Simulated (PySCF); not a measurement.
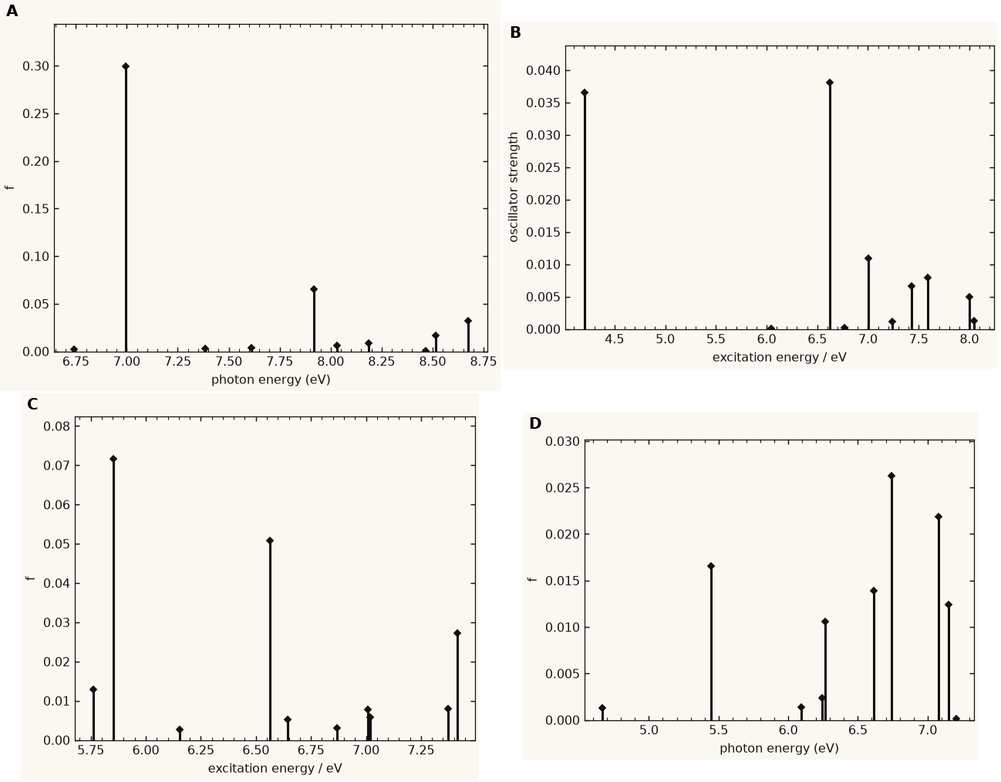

Vertical TDDFT excitations, B3LYP/def2-SVPD in PySCF, at a PBE0-D3(BJ)/def2-SVP geometry (no frequency check), gas phase. Each panel shows the lowest singlet states that were computed.

> Pair each panel with its molecule.
1. CH₉BOSi₂, SMILES BCO[SiH2][SiH3]
2. C₅H₃F₃, SMILES FC1=CC(F)(F)C=C1
3. C₃H₅F₃Si, SMILES C=C([SiH3])C(F)(F)F
4. C₃H₅ClOSi, SMILES O[Si@H]1CC=C1Cl

A: 3 (S1 at 6.74 eV, brightest at 7.00 eV)
B: 2 (S1 at 4.21 eV, brightest at 6.62 eV)
C: 4 (S1 at 5.76 eV, brightest at 5.85 eV)
D: 1 (S1 at 4.67 eV, brightest at 6.74 eV)

Limits of at least one run: core orbitals are frozen in the response; one conformer of a flexible molecule; states above the negative HOMO energy depend on the basis.
